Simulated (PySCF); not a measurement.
NMR shielding calculation, with input and output: C₅H₉ClOSi₂

C₅H₉ClOSi₂, computed with GIAO PBE0/pcSseg-1 NMR shielding, non-relativistic, gas phase (PySCF 2.14.0).

The geometry comes from this level: GFN2-xTB. It belongs to a series of runs on one base structure; here: constitutional isomer. Figures and captions count atoms from 1; the log counts them from 0 in places.

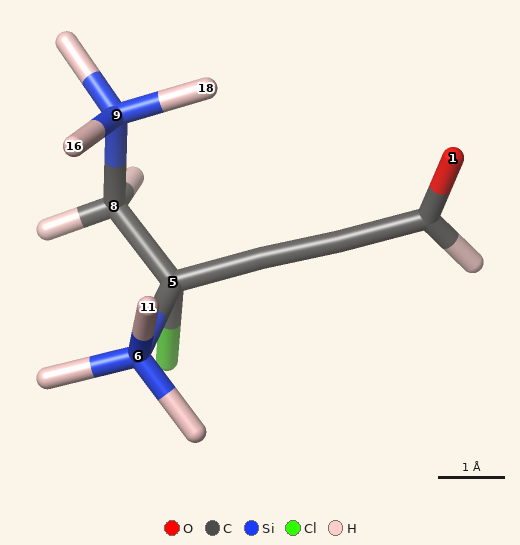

Figure 1. The structure as given in the input (stick view, seen on its broad side; atoms are numbered from 1 in the order of the input).

### Summary

- outcome: converged
- total energy: −1309.470162 hartree
- HOMO: −8.02 eV
- LUMO: −2.13 eV
- dipole moment: 2.58 D
- isotropic shielding, O: −403.4 ppm
- isotropic shielding, C: 6.2 to 159.7 ppm
- isotropic shielding, Si: 396.2 to 423.8 ppm
- isotropic shielding, Cl: 578.6 ppm
- isotropic shielding, H: 22.1 to 30.0 ppm
- hardware: 1 CPU thread, shared host
- wall time: 2.5 min
- peak memory: 1.1 GiB

### Input file
```
{"job": {"kind": "nmr", "xc": "PBE0", "basis": "pcSseg-1"}, "charge": 0, "multiplicity": 1}
O      3.960406    -1.131666     0.024674
C      3.463249    -0.210022    -0.572461
C      2.095452     0.163860    -0.523630
C      0.919731     0.437034    -0.437370
C     -0.458366     0.775717    -0.412186
Si    -1.422387    -0.282336    -1.713815
Cl    -0.624119     2.458664    -1.144681
C     -1.037056     0.793259     0.986800
Si    -0.870999    -0.851591     1.945308
H      4.061442     0.448103    -1.235786
H     -1.277281    -1.695118    -1.367116
H     -2.806446     0.172096    -1.620741
H     -0.827207     0.007827    -3.013065
H     -0.537240     1.577208     1.562877
H     -2.089870     1.074591     0.926265
H     -1.772298    -1.840339     1.347935
H     -1.296377    -0.573853     3.318488
H      0.510607    -1.317116     1.916849
```

The first line tells a small driver script what to run in PySCF; the rest is the geometry in Å.

Command:
```bash
OMP_NUM_THREADS=1 python <driver script> task.json out
```

### The program's output
```
coarse grid: 16968 points
cycle   1  E = -1309.2686755620  dE =  1.102e+00  |g| = 8.111e-01  |ddm| = 4.243e+00
cycle   2  E = -1308.7867420577  dE =  4.819e-01  |g| = 1.724e+00  |ddm| = 3.658e+00
cycle   3  E = -1309.3984777309  dE = -6.117e-01  |g| = 1.848e-01  |ddm| = 2.879e+00
cycle   4  E = -1309.4054556988  dE = -6.978e-03  |g| = 9.097e-02  |ddm| = 3.020e-01
cycle   5  E = -1309.4070024175  dE = -1.547e-03  |g| = 4.607e-02  |ddm| = 1.047e-01
cycle   6  E = -1309.4074719544  dE = -4.695e-04  |g| = 1.214e-02  |ddm| = 4.707e-02
cycle   7  E = -1309.4075067362  dE = -3.478e-05  |g| = 3.236e-03  |ddm| = 1.318e-02
cycle   8  E = -1309.4075088618  dE = -2.126e-06  |g| = 9.783e-04  |ddm| = 4.358e-03
final grid: 151200 points
cycle   9  E = -1309.4701330283  dE = -1.750e-05  |g| = 1.199e-02  |ddm| = 6.200e-02
cycle  10  E = -1309.4700434323  dE =  8.960e-05  |g| = 2.409e-02  |ddm| = 3.817e-02
cycle  11  E = -1309.4701610192  dE = -1.176e-04  |g| = 2.173e-03  |ddm| = 2.686e-02
cycle  12  E = -1309.4701619390  dE = -9.197e-07  |g| = 6.822e-04  |ddm| = 2.623e-03
cycle  13  E = -1309.4701620280  dE = -8.909e-08  |g| = 2.842e-04  |ddm| = 7.906e-04
cycle  14  E = -1309.4701620474  dE = -1.934e-08  |g| = 7.540e-05  |ddm| = 3.060e-04
cycle  15  E = -1309.4701620487  dE = -1.285e-09  |g| = 1.747e-05  |ddm| = 1.092e-04
cycle  16  E = -1309.4701620487  dE = -7.003e-11  |g| = 4.641e-06  |ddm| = 2.886e-05
```

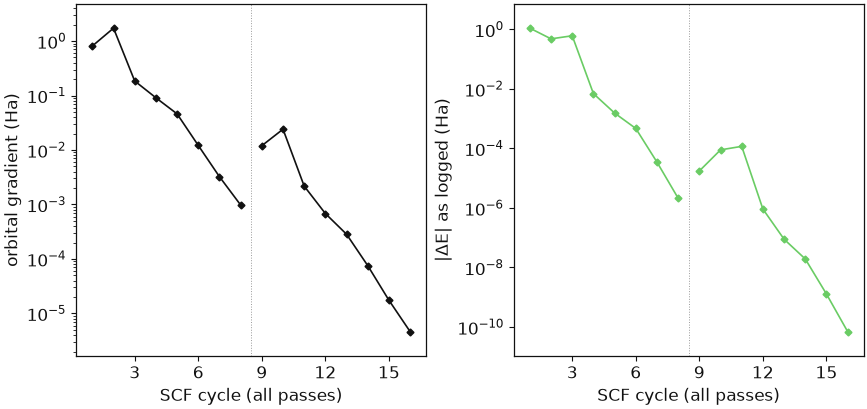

Figure 2. Convergence of the self-consistent field: orbital gradient and size of the energy change against the SCF cycle. The dotted line marks the change from a coarse to the final integration grid. The first 8 cycles use a coarse grid, the final grid takes over at cycle 9, and the field converges after 16 cycles in all.

```
converged SCF energy = -1309.4701620487

GIAO shielding tensors (ppm)
atom      isotropic    diamagn.    paramagn.     s11        s22        s33       span
  0 O     -403.440     401.458    -804.898  -1120.176   -499.260    409.117   1529.293
  1 C        6.201     251.308    -245.107    -87.102      2.568    103.138    190.239
  2 C       89.174     264.429    -175.256     19.403     25.945    222.173    202.770
  3 C       80.959     262.248    -181.289      4.051     14.873    223.952    219.901
  4 C      133.932     243.418    -109.486    101.166    128.567    172.063     70.897
  5 Si     396.196     879.298    -483.101    357.168    379.951    451.470     94.303
  6 Cl     578.604    1147.227    -568.623    241.381    473.179   1021.252    779.871
  7 C      159.749     250.407     -90.658    137.559    157.197    184.492     46.934
  8 Si     423.818     879.522    -455.704    398.448    412.903    460.102     61.654
  9 H       22.083      26.356      -4.273     19.228     20.880     26.140      6.913
 10 H       27.202      29.445      -2.243     23.075     26.309     32.222      9.147
 11 H       27.518      29.501      -1.982     24.559     25.645     32.352      7.793
 12 H       27.365      29.026      -1.661     23.919     26.100     32.076      8.157
 13 H       29.596      30.457      -0.861     24.650     29.579     34.561      9.911
 14 H       29.972      30.973      -1.001     25.467     29.416     35.032      9.565
 15 H       27.765      29.246      -1.481     23.842     26.944     32.510      8.668
 16 H       27.838      28.486      -0.648     24.330     25.327     33.858      9.527
 17 H       27.432      29.700      -2.268     23.193     27.299     31.804      8.611
```

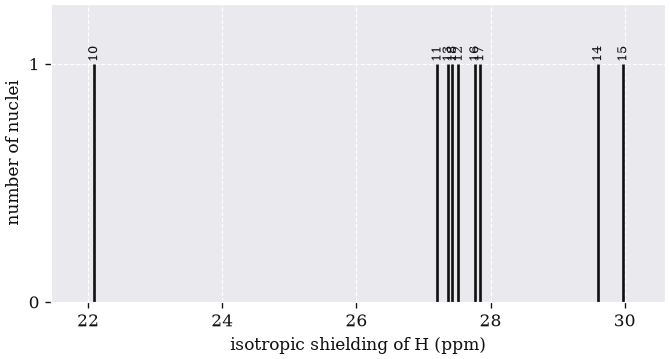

Figure 3. Isotropic shieldings of the hydrogen nuclei in this fixed geometry, labelled by atom number; shielding grows to the right, so chemical shift grows to the left. The least shielded is H10 (22.1 ppm), the most shielded H15 (30.0 ppm).

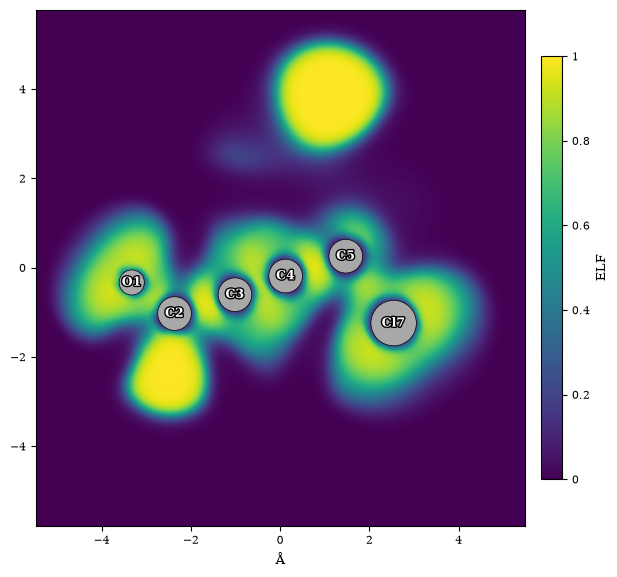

Figure 4. Electron localisation function on the plane of atoms C4, C5 and Cl7. Grey discs, where drawn, cover atomic cores. The section cuts through O, C and Cl sites. C–O (1.21 Å): the ELF peaks at about 0.85 between the atoms; a double or triple bond. C–C (1.21 Å): the ELF peaks at about 0.90 between the atoms; a double or triple bond.

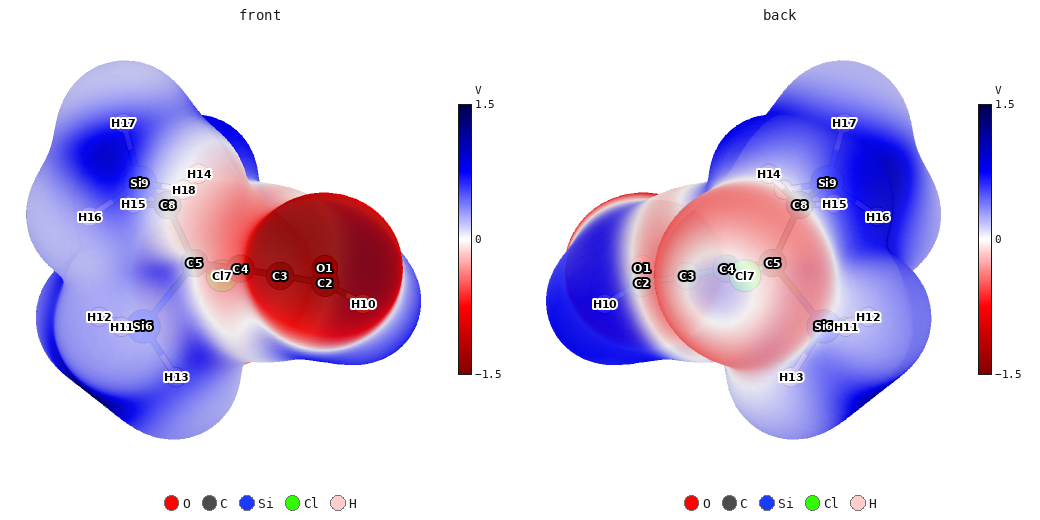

Figure 5. The electrostatic potential painted on the density surface at 0.001 e/bohr³, seen at a tilt and from behind; the colour scale runs from red (negative) to blue (positive).
